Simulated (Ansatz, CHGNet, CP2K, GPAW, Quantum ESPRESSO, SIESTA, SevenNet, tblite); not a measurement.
# GPAW runs on random packing of 35PbO-65B2O3 (mol %) (67 atoms)

Wanted: GPAW inputs and outputs for random packing of 35PbO-65B2O3 (mol %) (67 atoms), checked against a plane-wave reference.

Calculated with GPAW 26.7.0; the method is named at each step.

## (1) Set-up

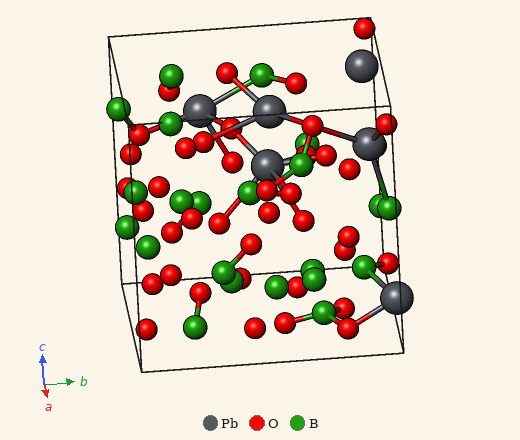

Start, viewed slightly off an axis; lead dark grey, oxygen red, boron green. Bonds to atoms that aren't drawn are left out. Some periodic images of atoms are drawn too.

The cell holds 67 atoms: 6 Pb, 39 O and 22 B. Its edges and angles: a = 9.376 Å, b = 9.376 Å, c = 9.376 Å, α = 90.0°, β = 90.0°, γ = 90.0°. 67 atoms (6 Pb, 39 O, 22 B) packed at random in a cube at 4.24 g/cm³ and pushed apart as soft spheres, cations and anions kept from their own kind; a start for melting by ab initio MD, not an equilibrated structure. Then every atom was moved at random, 0.02 Å r.m.s. a Cartesian component.

The yardstick, on the same geometry:

- method: Kohn-Sham DFT, PBE, SSSP efficiency 1.3.0 pseudopotentials, plane waves (Quantum ESPRESSO 7.5); sssp-pbe-1.3.0-efficiency, cutoffs 60/480 Ry, Γ point
- r.m.s. force component: 2.579 eV/Å
- longest force: 7.518 eV/Å
- pressure: -15.38 GPa
- time: 4.7 min on 4 MPI ranks of Arm Neoverse V2, shared host
- CPU time: 19 min

## (2) PBE, LCAO dzp, h 0.18 Å

Method: Kohn-Sham DFT, PBE, PAW, atomic orbitals (dzp).

run.py

```python
import numpy as np
from ase.io import read
from gpaw import GPAW, FermiDirac

atoms = read("structure.xyz")
atoms.calc = GPAW(
    mode="lcao",
    basis="dzp",
    h=0.18,
    xc="PBE",
    kpts={"size": (1, 1, 1), "gamma": True},
    occupations=FermiDirac(0.05),
    maxiter=200,
    symmetry={"point_group": False},
    txt="gpaw.txt",
)
energy = atoms.get_potential_energy(force_consistent=True)
forces = atoms.get_forces()
print(f"energy {energy:.6f} eV")
print("forces (eV/A)")
for i, (a, f) in enumerate(zip(atoms, forces)):
    print(f"{i:4d} {a.symbol:2s} {f[0]:10.5f} {f[1]:10.5f} {f[2]:10.5f}")
print(f"Fermi level {atoms.calc.get_fermi_level():.4f} eV")
for k in range(len(atoms.calc.get_ibz_k_points())):
    for s in range(atoms.calc.get_number_of_spins()):
        e = atoms.calc.get_eigenvalues(kpt=k, spin=s)
        n = np.searchsorted(e, atoms.calc.get_fermi_level())
        print(f"k {k} spin {s} levels about the Fermi level:", np.round(e[max(n - 6, 0):n], 4).tolist(), "|", np.round(e[n:n + 6], 4).tolist())
```

structure.xyz

```xyz
67
Lattice="9.37580 0.00000 0.00000 0.00000 9.37580 0.00000 0.00000 0.00000 9.37580" Properties=species:S:1:pos:R:3 pbc="T T T"
Pb 6.45552 8.70993 6.94025
Pb 3.95715 5.19710 5.48822
Pb 8.30096 9.30051 1.71146
Pb 5.11422 5.30117 7.95340
Pb 0.70825 3.07667 6.58003
Pb 4.02081 8.73834 9.01989
O 4.12920 3.35504 3.50824
O 5.70864 7.54321 0.52739
O 0.57277 4.14617 4.49363
O 0.37325 0.38225 3.74066
O 2.56344 4.05972 6.50052
O 1.26836 1.81544 2.26454
O 4.13013 7.28509 5.78234
O 2.06596 6.71054 5.09106
O 8.70890 4.84588 6.28563
O 1.45287 0.82226 6.10815
O 8.03994 9.27332 8.21020
O 5.74933 2.85221 7.21627
O 8.63839 2.12831 5.40318
O 8.13257 2.07383 7.89817
O 1.42250 4.16436 0.39275
O 1.77081 6.49734 7.73916
O 7.13864 1.35668 2.78105
O 1.46103 5.30070 2.81330
O 7.87595 7.72257 4.00365
O 4.25943 6.35735 3.42292
O 8.57464 4.17195 1.06359
O 2.92956 0.73094 3.76682
O 3.02491 1.88566 8.26739
O 7.34097 4.26693 3.79907
O 4.66352 9.26085 1.72937
O 9.26704 7.80704 7.05838
O 3.28612 6.06211 0.57980
O 5.33399 2.48159 1.37665
O 2.85868 0.93477 0.94639
O 3.68141 3.94646 9.00921
O 3.76767 0.35384 6.24325
O 6.77289 1.12397 6.00933
O 6.55125 5.82031 5.31730
O 8.35074 7.49895 0.71322
O 0.96805 9.08140 9.33202
O 2.25554 7.88580 1.48644
O 6.74936 5.35780 0.51389
O 7.49023 6.67004 8.15432
O 6.61153 0.41825 0.60502
B 0.25849 6.86327 4.85807
B 8.81616 6.35510 2.82990
B 5.16250 5.22138 1.32255
B 4.35590 1.91594 9.28917
B 0.93683 6.77664 0.30153
B 8.90457 0.15920 6.63882
B 0.52561 5.36333 7.68862
B 5.70330 9.34739 4.18808
B 5.98167 8.32224 2.12831
B 4.66005 2.02170 4.63155
B 7.20755 4.32346 5.69449
[... 7 atom lines left out ...]
B 6.45374 2.16225 0.49354
B 1.30924 9.31148 2.70679
B 8.14457 0.54192 4.25971
B 6.99707 6.74917 0.88526
```

Command:

```console
$ OMP_NUM_THREADS=1 python run.py > output.txt
```

Log:

```text
energy -300.754247 eV
forces (eV/A)
   0 Pb   -3.82084   -2.81291    0.06175
   1 Pb   -0.61295    0.26632   -5.40589
   2 Pb    3.27294    0.97406   -1.04949
   3 Pb    1.11508    0.00734    1.13510
   4 Pb    1.43794   -0.13998    1.62884
   5 Pb   -2.15642   -0.79854    0.19098
   6 O    -0.60418   -3.21416    3.67718
   7 O     4.84819   -2.32024    4.26931
   8 O     3.16406   -2.72894   -3.19872
   9 O    -0.73408   -1.91273    2.30298
  10 O     0.75399   -0.07034    0.25199
  11 O     1.14134    2.57114    2.60903
  12 O     0.90697    1.29969    0.60178
  13 O    -5.81967    2.77774   -0.84322
  14 O    -4.70998    3.79642    0.63962
  15 O    -1.21863   -3.92251    2.72159
  16 O     3.52263    1.56561   -2.01280
  17 O     0.41133    1.80634   -0.65385
  18 O    -1.37635   -2.63735   -2.06030
  19 O     3.92241   -0.07882    4.56286
  20 O    -0.86936    0.68480    0.69997
  21 O    -4.78720   -3.22728    2.12479
  22 O     0.70672    3.60244    4.80529
  23 O    -1.44863    0.01022    0.75774
[...]
59 B    -2.41582   -0.51284   -3.43903
  60 B     2.06166    1.35638    2.84485
  61 B    -0.95624    0.68432    2.19877
  62 B     2.65486    2.85599   -0.76723
  63 B    -2.56208   -3.76250    1.83427
  64 B     2.18531    3.63235    0.38856
  65 B     1.28117    1.87451    0.79126
  66 B    -0.19742    1.16825   -3.52604
Fermi level 3.4707 eV
k 0 spin 0 levels about the Fermi level: [3.1973, 3.2684, 3.3504, 3.3619, 3.416, 3.4561] | [3.4738, 3.5465, 3.5662, 3.6164, 3.6598, 3.6755]
```

gpaw.txt:

```text
Input parameters:
  mode=LCAO(),
  basis={'default': 'dzp'},
  h=0.18,
  kpts=MonkhorstPack(size=(1, 1, 1), gamma=True),
  maxiter=200,
  occupations=Occupations(name='fermi-dirac', width=0.05, fixmagmom=False),
  symmetry=Symmetry(point_group=False),
  xc=XC(name='PBE')
Unit cell  # Å
| periodic |        x |        y |        z |  lengths |    angles |
|----------|----------|----------|----------|----------|-----------|
|      yes | 9.375800 | 0.000000 | 0.000000 | 9.375800 | 90.000000 |
|      yes | 0.000000 | 9.375800 | 0.000000 | 9.375800 | 90.000000 |
|      yes | 0.000000 | 0.000000 | 9.375800 | 9.375800 | 90.000000 |
Number of symmetries: 1
Symmetry operations  # r_c * U_cc + t_c -> r_c
|   | kind |            matrix            |
|---|------|------------------------------|
| 0 |  E   |  1, 0, 0,  0, 1, 0,  0, 0, 1 |
BZ-sampling:
  Number of BZ points: 1
  Number of IBZ points: 1
  Monkhorst-Pack size: [1, 1, 1]
  Monkhorst-Pack shift: [0, 0, 0]
[... lines left out ...]
  Fermi-Dirac:
[... lines left out ...]
    Stencil: 6*3+1=19 point O(h^6) finite-difference Laplacian
xc functional:
  name: PBE with 2 nearest neighbor stencil
interpolation: tri-quintic # 5. degree polynomial
Initialization done in: 6.061 s
convergence criteria:
- Maximum [total energy] change in last 3 cyles: 0.0005 eV / valence electron
- Maximum integral of absolute [dens]ity change: 0.0001 electrons / valence electron
- Maximum integral of absolute [eigenst]ate change: 4e-08 eV^2 / valence electron
maximum number of iterations: 200
SCF iterations
|iter     |      energy | eigst |  dens |
|---------|-------------|-------|-------|
|iter:   1| -335.274220 |      c|       |
|iter:   2| -319.237694 |      c| -0.86 |
|iter:   3| -318.858523 |      c| -0.97 |
|iter:   4| -306.485995 |      c| -1.05 |
[...]
|iter:  11| -300.675631 |      c| -1.79 |
|iter:  12| -300.647844 |      c| -2.01 |
|iter:  13| -300.633040c|      c| -2.10 |
|iter:  14| -300.587047c|      c| -2.16 |
|iter:  15| -300.569210c|      c| -2.37 |
[...]
|iter:  32| -300.555629c|      c| -3.70 |
|iter:  33| -300.555600c|      c| -3.94 |
|iter:  34| -300.555590c|      c| -4.16c|
Converged in 34 steps
SCF loop duration: 226.800 s (6.671 s/step)
Energy contributions relative to reference atoms: (reference = -3497968.790409)
Energy contributions:
  Kinetic:          94.793617
  Coulomb:        -134.049226
  Zero:              8.590576
  External:          0.000000
  Xc:             -269.691899
  Entropy:          -0.397315
  Spinorbit:         0.000000
  ----------------------------
  Free energy:    -300.754247
  Extrapolated:   -300.555590
dipole moment: (10.791978, 97.226356, 35.603030)  # |e|*Ang
Fermi level: 3.471
Eigenvalues  # (at kpt = [0.000, 0.000, 0.000])
| band index |      eig [eV] | occ [0-2] |
|------------|---------------|-----------|
|          0 |       -18.799 |     2.000 |
|        ... |               |           |
|        184 |         3.130 |     1.998 |
|        185 |         3.161 |     1.996 |
[...]
|        199 |         3.882 |     0.001 |
|        ... |               |           |
|        234 |         7.312 |     0.000 |
Gap: 0.018 eV
Transition (v -> c):
  (s=0, k=0, n=191, [0.00, 0.00, 0.00]) -> (s=0, k=0, n=192, [0.00, 0.00, 0.00])
No difference between direct/indirect transitions
Force computation time: 14.330  # s
timing:  # [seconds]
  Total:  247.216  # ━━━━━━━━━━━━━━━━━━━━━━━━━━━━━━━━━━━━━━━━━━━━━━━━━━━━━━━━
  Init:     6.060  # ━╸
  SCF:    226.800  # ━━━━━━━━━━━━━━━━━━━━━━━━━━━━━━━━━━━━━━━━━━━━━━━━━━━╸
  Forces:  14.330  # ━━━
```

Run time: 4.1 min. Hardware: 1 thread of Arm Neoverse V2, shared host; peak memory 1.1 GiB.

Banners, paths, timers and routine set-up lines are dropped from the logs unmarked, and long logs keep their key lines alone; longer cuts are marked.

Compared with the plane-wave run:

| Property | Result |
| --- | --- |
| r.m.s. force component | 2.505 eV/Å |
| r.m.s. difference of force components | 179.8 meV/Å |
| longest difference of force vectors | 648.2 meV/Å |
| force difference over r.m.s. force | 6.97 % |
| slope of forces against the reference's | 0.969 |
| correlation of force components | 0.9979 |

Length of the force difference by element (eV/Å):

| element | atoms | mean | most |
| --- | --- | --- | --- |
| B | 22 | 0.29 | 0.65 |
| O | 39 | 0.25 | 0.56 |
| Pb | 6 | 0.35 | 0.45 |

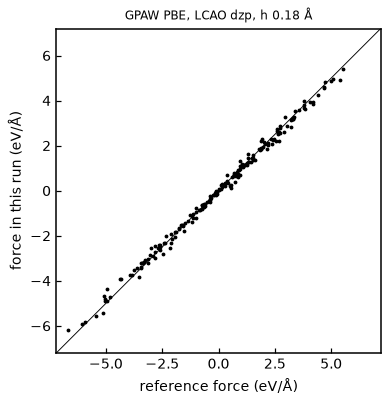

Force components against those of the reference; the line marks equality.

The surroundings of Pb6, one of the 6 Pb atoms, nearest first, numbered as they follow in the input and with coordinates relative to it.

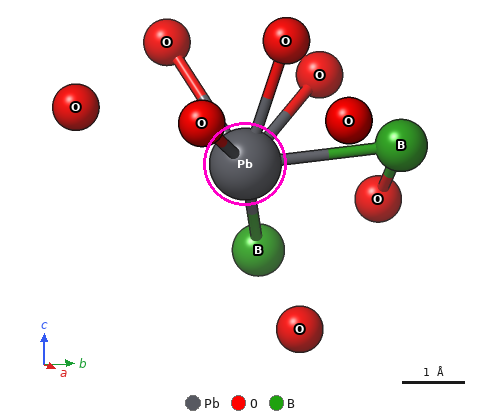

The atoms of the table, within 3.0 Å (arrows a, b, c point along x, y, z); some may hide others; the central atom is ringed.

| atom | x | y | z | distance (Å) | Fx | Fy | Fz (eV/Å) |
| --- | --- | --- | --- | --- | --- | --- | --- |
| Pb6 | 0.00 | 0.00 | 0.00 | 0.00 | -2.16 | -0.80 | 0.19 |
| O31 | 0.64 | 0.52 | 2.09 | 2.24 | 3.20 | -2.42 | 2.87 |
| O8 | 1.69 | -1.20 | 0.88 | 2.25 | 4.85 | -2.32 | 4.27 |
| O35 | -1.16 | 1.57 | 1.30 | 2.35 | 2.32 | 1.87 | -1.67 |
| B49 | 0.34 | 2.55 | 0.27 | 2.59 | -4.90 | 1.14 | -0.61 |
| B63 | -1.90 | 0.74 | -1.64 | 2.62 | 2.65 | 2.86 | -0.77 |
| O42 | -1.77 | -0.85 | 1.84 | 2.69 | -3.05 | -0.18 | 0.10 |
| O29 | -1.00 | 2.52 | -0.75 | 2.81 | 2.04 | -1.83 | 1.37 |
| O33 | -0.73 | -2.68 | 0.94 | 2.93 | 1.84 | -0.16 | 0.66 |
| O45 | 2.59 | 1.06 | 0.96 | 2.96 | -1.78 | 4.97 | -2.33 |
| O37 | -0.25 | 0.99 | -2.78 | 2.96 | -2.52 | -1.56 | 1.07 |

Atoms are counted from 1 here, from 0 in the log.

Forces lie 7.0 % from the reference's, at 0.22 times its CPU time (on 1 against 4 cores).

## (3) PBE, grid h 0.2 Å

Method: Kohn-Sham DFT, PBE, PAW, finite differences on a real-space grid.

run.py, as its differences from that of step 2:

```diff
@@ -3,2 +3,3 @@
 from gpaw import GPAW, FermiDirac
+from ase.parallel import parprint as print
 
@@ -6,5 +7,4 @@
 atoms.calc = GPAW(
-    mode="lcao",
-    basis="dzp",
-    h=0.18,
+    mode="fd",
+    h=0.2,
     xc="PBE",
@@ -14,2 +14,3 @@
     symmetry={"point_group": False},
+    nbands=230,
     txt="gpaw.txt",
```

structure.xyz is that of step 2.

Command:

```console
$ OMP_NUM_THREADS=1 mpirun -np 2 gpaw python run.py > output.txt
```

Log:

```text
energy -330.149657 eV
forces (eV/A)
   0 Pb   -3.26742   -2.14794    0.05891
   1 Pb   -0.85126    0.68148   -5.01783
   2 Pb    2.62942    0.97048   -1.28171
   3 Pb    0.86718   -0.22311    1.15067
   4 Pb    1.22229    0.04761    1.07481
   5 Pb   -1.99430   -0.67787    0.74792
   6 O    -0.58769   -3.31675    3.80129
   7 O     4.88433   -2.32840    4.39382
   8 O     3.28088   -2.87364   -3.00508
   9 O    -0.71964   -2.10473    1.99355
  10 O     0.67154   -0.04128    0.01353
  11 O     1.24793    2.76349    2.92978
  12 O     0.85221    0.71514    0.54596
  13 O    -5.84235    2.67951   -0.80817
  14 O    -4.79942    3.68987    0.80992
  15 O    -1.03990   -4.30326    2.62281
  16 O     3.19926    1.47916   -2.48596
  17 O     0.36147    1.91975   -0.64033
  18 O    -0.96614   -2.45370   -1.78164
  19 O     4.23065   -0.06428    4.65426
  20 O    -0.83005    0.69414    0.69951
  21 O    -5.01763   -3.41688    2.21575
  22 O     1.08359    3.42130    4.61605
  23 O    -1.49607    0.03881    0.77752
[...]
59 B    -2.56005   -0.52134   -3.59481
  60 B     2.07347    1.64639    3.20014
  61 B    -0.97646    0.70865    2.50757
  62 B     2.65442    3.00754   -0.95372
  63 B    -2.98318   -3.85748    2.16214
  64 B     1.90673    3.86262    0.70320
  65 B     1.49125    1.89437    0.69643
  66 B    -0.26209    1.08196   -3.73474
Fermi level 3.4181 eV
k 0 spin 0 levels about the Fermi level: [3.1438, 3.2157, 3.2955, 3.3112, 3.3657, 3.4025] | [3.4193, 3.4941, 3.5146, 3.5648, 3.6108, 3.6245]
```

gpaw.txt:

```text
Input parameters:
  mode=FD(),
  h=0.2,
  kpts=MonkhorstPack(size=(1, 1, 1), gamma=True),
  maxiter=200,
  nbands=230,
  occupations=Occupations(name='fermi-dirac', width=0.05, fixmagmom=False),
  symmetry=Symmetry(point_group=False),
  xc=XC(name='PBE')
Diagonalizing LCAO Hamiltonian
Converting LCAO to fd mode
       .-O--------------------.
      /|        Pb            |
[... lines left out ...]
  Converge bands: occupied
[... lines left out ...]
  Fermi-Dirac:
[... lines left out ...]
convergence criteria:
- Maximum [total energy] change in last 3 cyles: 0.0005 eV / valence electron
[... lines left out ...]
Converged in 37 steps
[... lines left out ...]
  Kinetic:         200.096795
  Coulomb:        -273.920411
  Zero:             22.254766
  External:          0.000000
  Xc:             -278.184364
  Entropy:          -0.396444
  Spinorbit:         0.000000
  ----------------------------
  Free energy:    -330.149657
  Extrapolated:   -329.951435
dipole moment: (10.695589, 96.997849, 35.377579)  # |e|*Ang
Fermi level: 3.418
Eigenvalues  # (at kpt = [0.000, 0.000, 0.000])
| band index |      eig [eV] | occ [0-2] |
|------------|---------------|-----------|
|          0 |       -18.704 |     2.000 |
|        ... |               |           |
|        184 |         3.078 |     1.998 |
|        185 |         3.113 |     1.996 |
[...]
|        199 |         3.835 |     0.000 |
|        ... |               |           |
|        229 |         6.930 |     0.000 |
Gap: 0.017 eV
Transition (v -> c):
  (s=0, k=0, n=191, [0.00, 0.00, 0.00]) -> (s=0, k=0, n=192, [0.00, 0.00, 0.00])
No difference between direct/indirect transitions
Force computation time: 2.229  # s
```

Run time: 3.7 min. Hardware: 2 MPI ranks; peak memory 1.5 GiB; 7.3 min of CPU time.

Compared with the plane-wave run:

| Quantity | Value |
| --- | --- |
| r.m.s. force component | 2.557 eV/Å |
| r.m.s. difference of force components | 79.49 meV/Å |
| longest difference of force vectors | 413.7 meV/Å |
| force difference over r.m.s. force | 3.082 % |
| slope of forces against the reference's | 0.9908 |
| correlation of force components | 0.9996 |

Against the first run (7.0 %), the force difference from the reference is 3.1 %, at 1.8 times the CPU time (on 2 against 1 cores).

The difference per atom is largest on Pb (0.27 eV/Å on average, against 0.10 on O).

## (4) PBE, LCAO sz(dzp), h 0.18 Å

Method: Kohn-Sham DFT, PBE, PAW, atomic orbitals (sz(dzp)).

run.py, as its differences from that of step 3:

```diff
@@ -3,3 +3,2 @@
 from gpaw import GPAW, FermiDirac
-from ase.parallel import parprint as print
 
@@ -7,4 +6,5 @@
 atoms.calc = GPAW(
-    mode="fd",
-    h=0.2,
+    mode="lcao",
+    basis="sz(dzp)",
+    h=0.18,
     xc="PBE",
@@ -14,3 +14,2 @@
     symmetry={"point_group": False},
-    nbands=230,
     txt="gpaw.txt",
```

structure.xyz is that of step 3.

Command:

```console
$ OMP_NUM_THREADS=1 python run.py > output.txt
```

Log:

```text
energy -260.636007 eV
forces (eV/A)
   0 Pb   -4.79192   -3.90713    0.27112
   1 Pb   -0.68226   -0.58586   -5.99349
   2 Pb    3.65099    0.73203   -1.18975
   3 Pb    1.34717   -0.20717    1.66113
   4 Pb    1.96179   -0.82464    1.99332
   5 Pb   -1.77959   -1.73476    0.37058
[...]
64 B     3.68857    2.49202   -1.40038
  65 B     0.98048    2.11631    1.33623
  66 B     0.98061    1.80770   -2.66798
Fermi level 3.8788 eV
k 0 spin 0 levels about the Fermi level: [3.5935, 3.6661, 3.7654, 3.7854, 3.8269, 3.869] | [3.8839, 3.9387, 3.9753, 4.0202, 4.0272, 4.0817]
```

gpaw.txt:

```text
Input parameters:
  mode=LCAO(),
  basis={'default': 'sz(dzp)'},
  h=0.18,
  kpts=MonkhorstPack(size=(1, 1, 1), gamma=True),
  maxiter=200,
  occupations=Occupations(name='fermi-dirac', width=0.05, fixmagmom=False),
[... lines left out ...]
  Fermi-Dirac:
[... lines left out ...]
convergence criteria:
- Maximum [total energy] change in last 3 cyles: 0.0005 eV / valence electron
[... lines left out ...]
Converged in 35 steps
[... lines left out ...]
  Free energy:    -260.636007
[... lines left out ...]
Fermi level: 3.879
[... lines left out ...]
|        ... |               |           |
|        234 |         7.630 |     0.000 |
Gap: 0.015 eV
Transition (v -> c):
  (s=0, k=0, n=191, [0.00, 0.00, 0.00]) -> (s=0, k=0, n=192, [0.00, 0.00, 0.00])
No difference between direct/indirect transitions
Force computation time: 3.373  # s
timing:  # [seconds]
  Total:  82.593  # ━━━━━━━━━━━━━━━━━━━━━━━━━━━━━━━━━━━━━━━━━━━━━━━━━━━━━━━━━
  Init:    4.685  # ━━━
  SCF:    74.512  # ━━━━━━━━━━━━━━━━━━━━━━━━━━━━━━━━━━━━━━━━━━━━━━━━━━━╸
  Forces:  3.373  # ━━╸
```

It took 84 s on 1 thread; peak memory 0.81 GiB.

Numbers from this run, and their distance from the reference:

- r.m.s. force component: 2.125 eV/Å
- r.m.s. difference of force components: 1185 meV/Å
- longest difference of force vectors: 4480 meV/Å
- force difference over r.m.s. force: 45.94 %
- slope of forces against the reference's: 0.7339
- correlation of force components: 0.8908

This is a coarse setting, run to see what it loses.

Against the first run (7.0 %), the force difference from the reference is 46 %, at 0.34 times the CPU time, with 298 basis functions against 931: the smaller basis costs accuracy.

(Part 1 of 2 ends here.)

[Also dropped from logs without a mark: logging warnings of Python, and SIESTA's first energy breakdown and zero terms.]

[Logs are printed without paths, hosts, clocks, repeated set-up lines and the standing remarks that a program may print on its own settings, such as how far it seeks lower states.]

[Hosts, paths, dates, database ids (printed as entryN), source tags and the programs' standing remarks are cut or masked in the printed files.]
